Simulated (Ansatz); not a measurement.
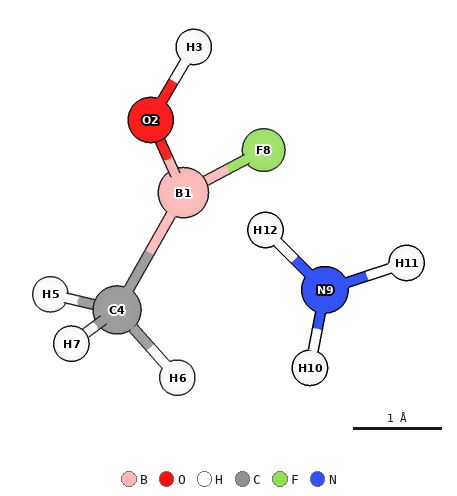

**Figure 1.** The starting structure (ball-and-stick view, seen at a tilt; atoms are numbered from 1 in the order of the input). Bond lengths as drawn: B–C 1.56 Å, B–F 1.34 Å, B–O 1.38 Å, C–H 1.10 Å, H–N 1.02 to 1.04 Å and H–O 0.97 Å.

**Geometry relaxation of CH₇BFNO (part 1 of 2)**

CH₇BFNO, computed with RKS PBE0/def2-SVP (Ansatz 0.2.0).

It belongs to a series of runs on one base structure; here: end point A relaxed. Figures and captions count atoms from 1; the log counts them from 0 in places.

Output:
```
The last accepted step is kept in [file] (removed where the run ends without a failure and the disk answers)
Engine: ansatz 0.2.0, aarch64-unknown-linux-gnu
Functional definition: PBE0
  parameter a = 0.25
  parameter kappa = 0.804
  parameter beta = 0.06672455060314922
  exchange = (1 - a)*pbe_x(kappa = kappa, mu = beta*pi^2/3) + a*exact_x
  correlation = pbe_c(beta = beta)
1150 factors; integrals over basis functions are off by at most 4.2e-4 eV
mean field evaluation 1: about -8059.9010 eV, gradient 7.2e1 eV
mean field evaluation 2: about -8054.9995 eV, gradient 8.6e1 eV
mean field evaluation 4: about -8069.9451 eV, gradient 2.6e0 eV
mean field evaluation 8: about -8070.0074 eV, gradient 1.7e-1 eV
mean field -8070.00745726 eV, -296.5673040067 hartree, gradient 2.3e-5 eV, S^2 0.000000; 0 other end points of the search recorded, 0 dependent functions left out
the calculation of the forces begins
reference -8070.00748469 eV, -296.5673050149 hartree; 21, 21 occupied and 84, 84 virtual orbitals, 1150 factors
relax step   1: F+E_penalty+E_count = -8070.00745726 eV  Δ(F+E_penalty+E_count) = +0.000e0 eV  max|allowed force component| = 7.646e-1 eV/Å  Δτ_max = 0.0000 Å  (26 SCF iters, accepted)
these checks for a lower state are left out or cut short: starts, cluster_reference, orbital_swaps, neighbouring_geometries, increment
1150 factors; integrals over basis functions are off by at most 4.2e-4 eV
mean field evaluation 16: about -8069.6127 eV, gradient 9.9e0 eV
mean field -8070.02611985 eV, -296.5679898443 hartree, gradient 7.8e-6 eV, S^2 0.000000; 0 other end points of the search recorded, 0 dependent functions left out
[... from here on the field's lines of each further geometry are left out, up to the last ...]
relax step   2: F+E_penalty+E_count = -8070.02611985 eV  Δ(F+E_penalty+E_count) = -1.866e-2 eV  max|allowed force component| = 1.130e0 eV/Å  Δτ_max = 0.1908 Å  (28 SCF iters, accepted)
relax step   3: F+E_penalty+E_count = -8070.06308879 eV  Δ(F+E_penalty+E_count) = -3.697e-2 eV  max|allowed force component| = 1.248e0 eV/Å  Δτ_max = 0.1950 Å  (28 SCF iters, accepted)
relax step   4: F+E_penalty+E_count = -8070.10552759 eV  Δ(F+E_penalty+E_count) = -4.244e-2 eV  max|allowed force component| = 1.282e0 eV/Å  Δτ_max = 0.1943 Å  (27 SCF iters, accepted)
relax step   5: F+E_penalty+E_count = -8070.17216533 eV  Δ(F+E_penalty+E_count) = -6.664e-2 eV  max|allowed force component| = 9.867e-1 eV/Å  Δτ_max = 0.1756 Å  (27 SCF iters, accepted)
relax step   6: F+E_penalty+E_count = -8070.27658624 eV  Δ(F+E_penalty+E_count) = -1.044e-1 eV  max|allowed force component| = 6.954e-1 eV/Å  Δτ_max = 0.1936 Å  (28 SCF iters, accepted)
relax step   7: F+E_penalty+E_count = -8070.30562641 eV  Δ(F+E_penalty+E_count) = -2.904e-2 eV  max|allowed force component| = 6.121e-1 eV/Å  Δτ_max = 0.0793 Å  (29 SCF iters, accepted)
relax step   8: F+E_penalty+E_count = -8070.20489423 eV  Δ(F+E_penalty+E_count) = +1.007e-1 eV  max|allowed force component| = 1.153e0 eV/Å  Δτ_max = 0.1999 Å  (28 SCF iters, rejected (line search))
relax step   9: F+E_penalty+E_count = -8070.32634390 eV  Δ(F+E_penalty+E_count) = -2.072e-2 eV  max|allowed force component| = 1.855e-1 eV/Å  Δτ_max = 0.0996 Å  (29 SCF iters, accepted)
relax step  10: F+E_penalty+E_count = -8070.33397003 eV  Δ(F+E_penalty+E_count) = -7.626e-3 eV  max|allowed force component| = 1.229e-1 eV/Å  Δτ_max = 0.1000 Å  (29 SCF iters, accepted)
relax step  11: F+E_penalty+E_count = -8070.33918138 eV  Δ(F+E_penalty+E_count) = -5.211e-3 eV  max|allowed force component| = 2.294e-1 eV/Å  Δτ_max = 0.1123 Å  (28 SCF iters, accepted)
relax step  12: F+E_penalty+E_count = -8070.29114931 eV  Δ(F+E_penalty+E_count) = +4.803e-2 eV  max|allowed force component| = 1.148e0 eV/Å  Δτ_max = 0.1932 Å  (27 SCF iters, rejected (line search))
relax step  13: F+E_penalty+E_count = -8070.34475343 eV  Δ(F+E_penalty+E_count) = -5.572e-3 eV  max|allowed force component| = 3.867e-2 eV/Å  Δτ_max = 0.0966 Å  (29 SCF iters, accepted)
relax step  14: F+E_penalty+E_count = -8070.34774010 eV  Δ(F+E_penalty+E_count) = -2.987e-3 eV  max|allowed force component| = 8.855e-2 eV/Å  Δτ_max = 0.0899 Å  (29 SCF iters, accepted)
relax step  15: F+E_penalty+E_count = -8070.34110000 eV  Δ(F+E_penalty+E_count) = +6.640e-3 eV  max|allowed force component| = 4.025e-1 eV/Å  Δτ_max = 0.1264 Å  (28 SCF iters, rejected (line search))
relax step  16: F+E_penalty+E_count = -8070.34878076 eV  Δ(F+E_penalty+E_count) = -1.041e-3 eV  max|allowed force component| = 3.145e-2 eV/Å  Δτ_max = 0.0317 Å  (30 SCF iters, accepted)
relax step  17: F+E_penalty+E_count = -8070.34878624 eV  Δ(F+E_penalty+E_count) = -5.479e-6 eV  max|allowed force component| = 1.513e-1 eV/Å  Δτ_max = 0.0733 Å  (29 SCF iters, accepted)
relax step  18: F+E_penalty+E_count = -8070.34981823 eV  Δ(F+E_penalty+E_count) = -1.032e-3 eV  max|allowed force component| = 4.005e-2 eV/Å  Δτ_max = 0.0095 Å  (22 SCF iters, accepted)
the calculation of the forces begins
reference -8070.35006627 eV, -296.5798946557 hartree; 21, 21 occupied and 84, 84 virtual orbitals, 1150 factors
relax step  19: F+E_penalty+E_count = -8070.35004243 eV  Δ(F+E_penalty+E_count) = -2.242e-4 eV  max|allowed force component| = 4.373e-3 eV/Å  Δτ_max = 0.0175 Å  (30 SCF iters, accepted)
```

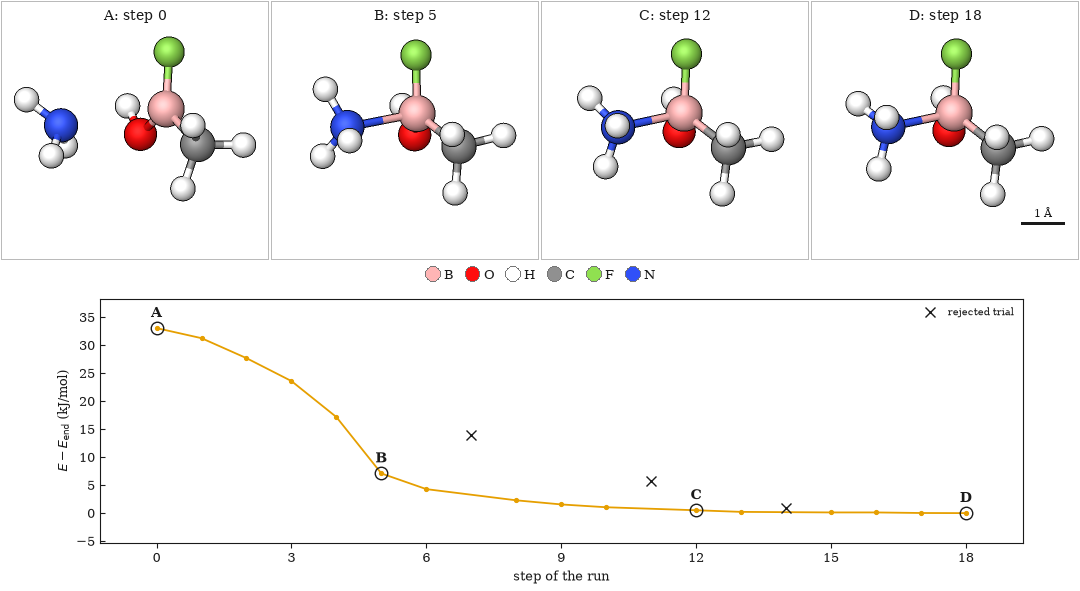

**Figure 2.** Frames of the relaxation (ball-and-stick view, seen at an oblique angle) above the curves, on which the letters mark them (the first geometry is step 0 here and step 1 in the log).

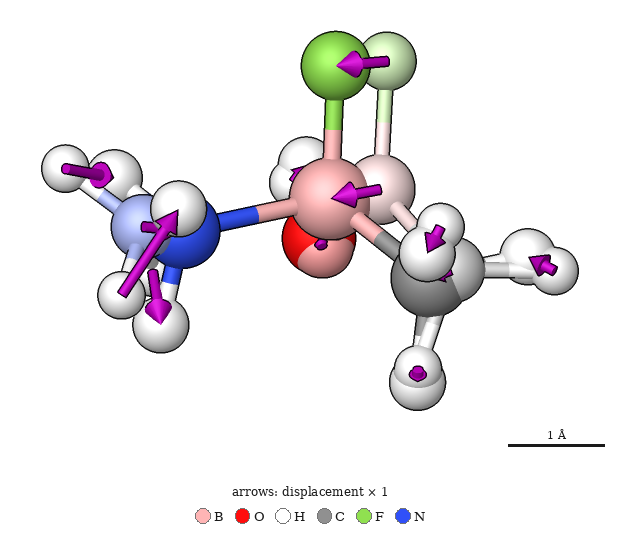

**Figure 3.** Start (faint) and end (solid) with the displacements as pink arrows, at true length (ball-and-stick view, seen at an oblique angle). The two geometries are laid on each other by the best rigid fit. Over 18 geometry steps the energy falls by 33.1 kJ/mol. Largest force component: 0.76 eV/Å at the start, 0.0044 eV/Å at the end. The line search rejected the trial steps at points 7, 11, 14 (counted from 0) and went back. H10 moves most after the best rigid fit: 1.09 Å. Largest moves by element: H 1.09 Å, F 0.65 Å, B 0.56 Å, N 0.47 Å, C 0.24 Å, O 0.12 Å. Among the contacts that change: B1–N9 2.747 → 1.729 Å, B1–F8 1.342 → 1.400 Å, B1–C4 1.562 → 1.601 Å, B1–O2 1.385 → 1.416 Å. New bonds form: B1–N9 (2.75 → 1.73 Å). Among the angles that change: O2–B1–C4 121.5° → 115.6°, C4–B1–F8 121.2° → 115.3°, O2–B1–F8 116.7° → 113.5°. (Atoms are counted from 1 in the order of the input.)

```
1150 factors; integrals over basis functions are off by at most 5.2e-4 eV
mean field -8070.35004243 eV, -296.5798937795 hartree, gradient 9.0e-6 eV, S^2 0.000000; 1 other end points of the search recorded, 0 dependent functions left out
the calculation of the forces begins
reference -8070.35006627 eV, -296.5798946557 hartree; 21, 21 occupied and 84, 84 virtual orbitals, 1150 factors
Total energy: -8070.35006627 eV, -296.5798946557 hartree
Atom 0 at     0.031594     0.213471     0.190811 Å, force    -0.000921     0.001141    -0.001065 eV/Å
Atom 1 at    -0.217787    -0.550438     1.356600 Å, force     0.002710     0.000815     0.000534 eV/Å
Atom 2 at    -1.145630    -0.799723     1.387604 Å, force    -0.004373    -0.001824     0.000189 eV/Å
Atom 3 at     1.449612    -0.037520    -0.509302 Å, force     0.000132     0.000863    -0.000686 eV/Å
Atom 4 at     1.456373    -1.047553    -0.950028 Å, force    -0.000227    -0.000325    -0.000041 eV/Å
Atom 5 at     1.666663     0.669528    -1.328376 Å, force     0.001158     0.000104     0.000099 eV/Å
Atom 6 at     2.289304    -0.001568     0.205051 Å, force    -0.000420    -0.000461     0.000635 eV/Å
Atom 7 at    -1.063073     0.276295    -0.679363 Å, force     0.001943     0.000269     0.000967 eV/Å
Atom 8 at     0.079700     1.846948     0.755326 Å, force    -0.001573    -0.000249    -0.001414 eV/Å
Atom 9 at     0.288677     2.506442     0.005678 Å, force    -0.000571    -0.000308    -0.001079 eV/Å
Atom 10 at    -0.824197     2.092150     1.161103 Å, force     0.001705    -0.001240     0.002568 eV/Å
Atom 11 at     0.790464     1.935269     1.481095 Å, force     0.000436     0.001216    -0.000706 eV/Å
Dipole moment:    -0.044254     0.954354     0.383079 e Å
```

Trajectory as extended XYZ (Å, eV, eV/Å), 19 frames, from step=1 to step=19:
```
12
Properties=species:S:1:pos:R:3:forces:R:3 step=1 energy=-8070.00746
B     0.0298   -0.3117    0.0103   -0.0743  -0.0197   0.7646
O    -0.0788   -0.5141    1.3761    0.0235  -0.0286  -0.7525
H    -1.0009   -0.6611    1.6202    0.0308   0.0024  -0.0001
C     1.4211   -0.2264   -0.6939   -0.0057   0.0039   0.0065
H     1.6790   -1.2176   -1.1060   -0.0009   0.0053   0.0034
H     1.3998    0.4816   -1.5345   -0.0147   0.0003   0.0059
H     2.2192    0.0635    0.0030    0.0064  -0.0106   0.0016
F    -1.1067   -0.3739   -0.7004    0.0259   0.0123  -0.0027
N     0.0363    2.3267    0.7741    0.0577  -0.5169   0.5069
H     0.8572    2.9296    0.7973   -0.0030  -0.0065  -0.0040
H    -0.7700    2.9245    0.9475   -0.0070   0.0005   0.0004
H     0.1157    1.6821    1.5825   -0.0386   0.5576  -0.5301
12
Properties=species:S:1:pos:R:3:forces:R:3 step=2 energy=-8070.02612
B     0.0209   -0.2913    0.0326   -0.0122   0.0535   0.6419
O    -0.0872   -0.5953    1.3721   -0.0028  -0.0008  -0.4850
H    -1.0115   -0.7378    1.6091    0.0412   0.0046   0.0001
C     1.4124   -0.1957   -0.6698    0.0791  -0.0282  -0.0799
H     1.6473   -1.1685   -1.1404    0.0028   0.0600   0.0248
H     1.4016    0.5611   -1.4695    0.0056  -0.0477   0.0467
H     2.2201    0.0356    0.0405   -0.0319  -0.0143  -0.0365
F    -1.1139   -0.3058   -0.6850   -0.0614   0.0286  -0.0614
N     0.0514    2.2511    0.7785    0.2940  -0.1088   0.9561
H     0.8571    2.8808    0.6460   -0.3272  -0.3751   0.0964
H    -0.7652    2.8675    0.8407    0.1369  -0.2086   0.0266
H     0.1686    1.8016    1.7215   -0.1241   0.6370  -1.1298
12
Properties=species:S:1:pos:R:3:forces:R:3 step=3 energy=-8070.06309
B     0.0251   -0.2345    0.0698   -0.0524   0.2312   0.4275
O    -0.0815   -0.6583    1.3709   -0.0592  -0.0548  -0.2297
H    -1.0097   -0.7754    1.6072    0.0709   0.0043   0.0040
C     1.4145   -0.1643   -0.6438    0.1439  -0.0644  -0.1188
H     1.6005   -1.1191   -1.1729    0.0078   0.1052   0.0556
H     1.4300    0.6375   -1.3994    0.0233  -0.0777   0.0417
H     2.2407   -0.0116    0.0692   -0.0642  -0.0167  -0.0707
F    -1.1145   -0.1606   -0.6441   -0.0787  -0.0359  -0.0810
N     0.0405    2.1561    0.7775    0.5120   0.1909   0.9848
H     0.8325    2.7598    0.4950   -0.4172  -0.4527   0.2208
H    -0.7783    2.7719    0.7614    0.0774  -0.2119   0.0134
H     0.2020    1.9018    1.7854   -0.1637   0.3825  -1.2477
12
Properties=species:S:1:pos:R:3:forces:R:3 step=4 energy=-8070.10553
B     0.0180   -0.1498    0.0989    0.2030   0.3070   0.4087
O    -0.0878   -0.6590    1.3671   -0.1275  -0.2286   0.0662
H    -1.0161   -0.7805    1.6004    0.0975  -0.0041   0.0001
C     1.4064   -0.1207   -0.6276    0.1310  -0.1104  -0.1442
H     1.5585   -1.0749   -1.1661    0.0120   0.0727   0.0374
H     1.4462    0.6850   -1.3765    0.0453  -0.0381  -0.0132
H     2.2431   -0.0039    0.0788   -0.0411   0.0054  -0.0410
F    -1.1198   -0.0753   -0.6219   -0.2550   0.0734  -0.1922
N     0.0727    2.0477    0.7991    0.1546   0.5446   0.8702
H     0.8277    2.6407    0.4220   -0.2687  -0.3539   0.1780
H    -0.7853    2.6029    0.6658    0.2733  -0.3178   0.1122
H     0.2381    1.9911    1.8363   -0.2246   0.0498  -1.2823
12
Properties=species:S:1:pos:R:3:forces:R:3 step=5 energy=-8070.17216
B     0.0305   -0.0466    0.1574    0.2649   0.4692   0.4162
O    -0.0833   -0.6942    1.3721   -0.1191  -0.0867   0.0298
H    -1.0133   -0.8024    1.6033    0.0957  -0.0104  -0.0060
C     1.4107   -0.0841   -0.5999    0.1519  -0.1928  -0.1334
H     1.4947   -1.0297   -1.1694    0.0176   0.1020   0.0711
H     1.4933    0.7390   -1.3266    0.0534  -0.0391  -0.0340
H     2.2675   -0.0424    0.0931   -0.0514   0.0095  -0.0617
F    -1.1103    0.0896   -0.5623   -0.4496  -0.1049  -0.3375
N     0.0690    1.9593    0.7745    0.0951   0.6310   0.7983
H     0.7914    2.5363    0.3253   -0.1324  -0.2917   0.1074
H    -0.8124    2.4710    0.6087    0.3133  -0.4009   0.1365
H     0.2638    2.0076    1.8001   -0.2394  -0.0852  -0.9867
12
Properties=species:S:1:pos:R:3:forces:R:3 step=6 energy=-8070.27659
B     0.0379    0.1286    0.2093    0.4664   0.0871   0.4441
O    -0.0780   -0.6512    1.3734   -0.2037   0.0254   0.0349
H    -1.0077   -0.7908    1.5862    0.1060  -0.0159  -0.0263
C     1.4114   -0.0384   -0.5834    0.0812  -0.1765  -0.1747
H     1.4244   -1.0136   -1.1140   -0.0113   0.2340   0.1363
H     1.5485    0.7461   -1.3493    0.0552  -0.0701  -0.0086
H     2.2879   -0.0287    0.0902   -0.0881   0.0167  -0.0735
F    -1.1106    0.2134   -0.5501   -0.3974  -0.0456  -0.2929
N     0.0781    1.8493    0.7835   -0.0734   0.6954   0.0846
H     0.7613    2.4129    0.2673   -0.0531  -0.2050   0.0255
H    -0.8352    2.2806    0.5821    0.2341  -0.2587   0.1523
H     0.2835    1.9951    1.7811   -0.1159  -0.2867  -0.3017
```
